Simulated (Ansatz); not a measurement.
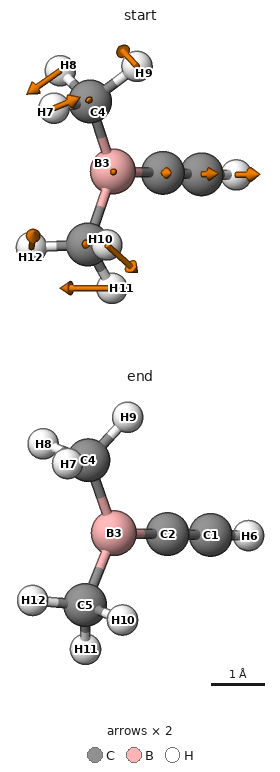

The structure of C$_{4}$H$_{7}$B (coarse preliminary run) before (top) and after (bottom) a relaxation, at one scale. The orange arrows give the displacements, 2 times their true length.

A ball-and-stick model, seen from a free direction.

The start comes from a force field.

The calculation used RKS PBE-D4/def2-SVP in Ansatz 0.2.0. (force threshold 0.03 eV/Å; at most 200 steps)

Question: Summarise the run.

Answer: Over 14 accepted moves (15 points after the start) the energy falls by 13.3 kcal/mol. The largest force component goes from 11 to 0.016 eV/Å. The line search rejected the trial step at point 10 of the run. The forces were under the threshold at step 4, but the run went on from there. H11 moves most after the best rigid fit: 0.56 Å. Largest moves by element: H 0.56 Å, C 0.18 Å, B 0.05 Å. Among the contacts that change: C1–C2 1.152 → 1.232 Å, C1–H6 1.129 → 1.082 Å, B3–C5 1.620 → 1.576 Å, C4–H9 1.148 → 1.108 Å. Among the angles between lasting bonds that change: B3–C5–H11 108.5° → 114.7°, B3–C5–H12 108.9° → 113.6°, H10–C5–H12 110.3° → 105.9°. Groups turn about B3–C5 by about 30°, B3–C4 by about 25°. The run took roughly 90 core-seconds on a shared host.
